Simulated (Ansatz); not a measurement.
**ClFH4N2Ti···HCl: density, localisation and related maps**

Input

```
crystal:
  periodic: [false, false, false]
  atoms:
    - { symbol: Ti, position_ang: [0.0, 0.0, 0.0] }
    - { symbol: Cl, position_ang: [0.0, 0.0, 2.72] }
    - { symbol: Cl, position_ang: [2.2349, 0.0, -0.7892] }
    - { symbol: "N", position_ang: [-0.9703, 1.681, -0.686] }
    - { symbol: H, position_ang: [-1.9904, 1.6258, -0.9687] }
    - { symbol: H, position_ang: [-0.4498, 2.6017, -0.7565] }
    - { symbol: "N", position_ang: [-0.9703, -1.681, -0.686] }
    - { symbol: H, position_ang: [-1.5052, -2.2973, -0.0095] }
    - { symbol: H, position_ang: [-0.9349, -1.9302, -1.7156] }
    - { symbol: F, position_ang: [1.1117, -1.6882, 0.6716] }
    - { symbol: H, position_ang: [0.8208, -1.2464, 1.8444] }
basis:
  gaussian: { orbitals: def2-SVP }
hamiltonian:
  xc: blyp
  dispersion: d4
relax:
  f_tol: 0.15
  max_steps: 25
  restrain:
    - { distance: [0, 9], at: 1.83, k: 30.0 }
    - { distance: [10, 1], at: 1.37, k: 30.0 }
    - { distance: [0, 1], at: 3.57, k: 30.0 }
    - { distance: [10, 9], at: 2.12, k: 30.0 }
output:
  orbitals: {}
```

Run with:

```sh
ansatz run input.yaml --threads 4 --pin off --max-ram 5120MiB --backend cpu --events-out ev --progress --plain --runs-dir out
```

The fields are those of the run's last geometry, not of the input's.

Not at a stationary point (largest force 0.8 eV/Å).

These are results of RKS BLYP-D4/def2-SVP in Ansatz 0.2.0, not measurements.

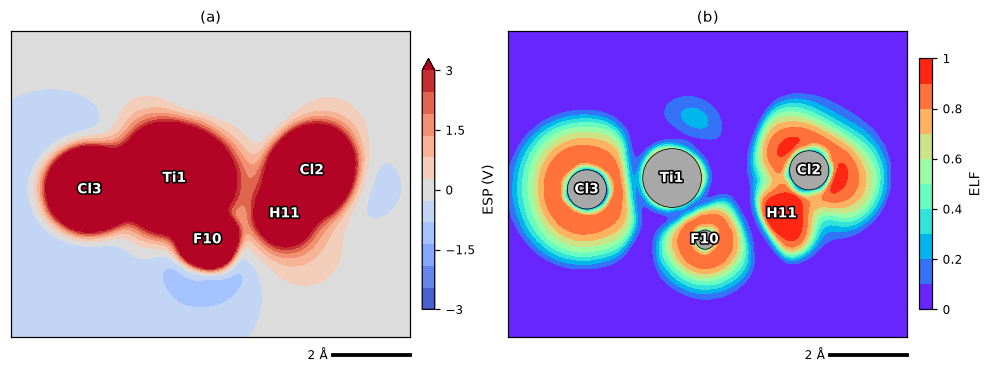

Figure 1. (a) electrostatic potential; (b) electron localisation function on the plane of atoms Cl3, Ti1 and F10. Grey discs cover the atomic cores in the ELF map.

Q: Read the bonding off the picture.

A: Atoms in the plane: Ti, Cl, F and H. F10···H11 (2.11 Å): the ELF dips to about 0.05 between them. Ti–F (1.82 Å): the ELF peaks at about 0.85 in the valence shell of F, 0.5 Å from its nucleus, and drops to about 0.15 between the two atoms. Ti–Cl (2.23 Å): the ELF peaks at about 0.85 in the valence shell of Cl, 0.8 Å from its nucleus, and is about 0.40 at the midpoint. Cl–H (1.34 Å): the ELF climbs to about 1 towards the hydrogen, as it does in any bond to H. The ELF also peaks beside Cl2, away from the bonds: lone-pair regions. Outside the dense part of the complex the potential is most negative (−1.2 V) near F10.

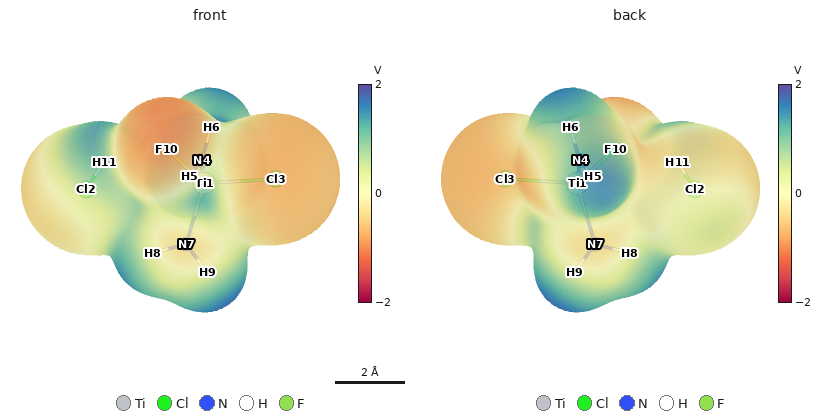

Figure 2. The electrostatic potential painted on the density surface at 0.002 e/bohr³, seen from the front and from behind; the colour scale runs from red (negative) to blue (positive).

Q: Where is the surface potential most negative and most positive?

A: The most negative region (about −1.0 V) lies over F10, the most positive (about +1.7 V) over Ti1 and H9. Cl2 shows a σ-hole: about +0.5 V at the tip opposite its bond, against about −0.1 V on its flanks.

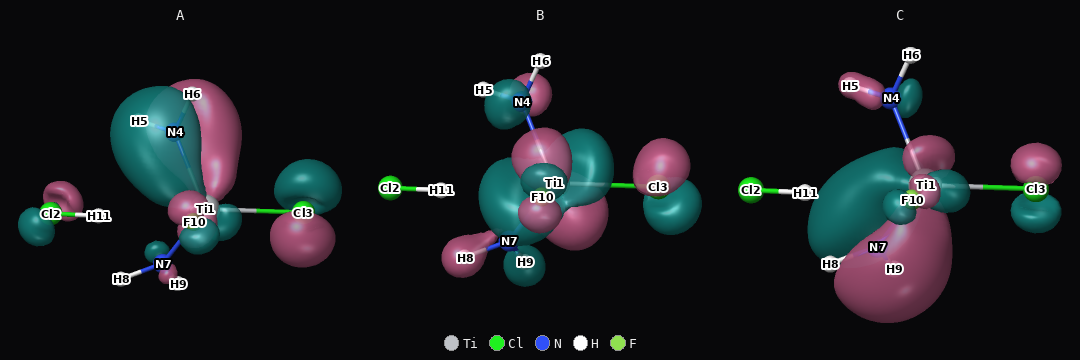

Figure 3. Three frontier orbitals at ±0.1 Å⁻³ᐟ² (teal and pink are the two phases), in no order.

Q: Which picture is the HOMO−1, the HOMO and the LUMO?

A: C is the HOMO−1 (−6.37 eV). Its weight (Hirshfeld) is mainly on N7 (about 65 %) and Ti1 (about 20 %). A is the HOMO (−5.96 eV). By Hirshfeld shares it lies mainly on N4 (about 60 %), Ti1 (about 15 %) and Cl3 (about 10 %). B is the LUMO (−2.79 eV). By Hirshfeld shares it lies mainly on Ti1 (about 75 %) and Cl3 (about 10 %).

Q: What is the HOMO–LUMO gap?

A: 3.17 eV between the orbital energies.
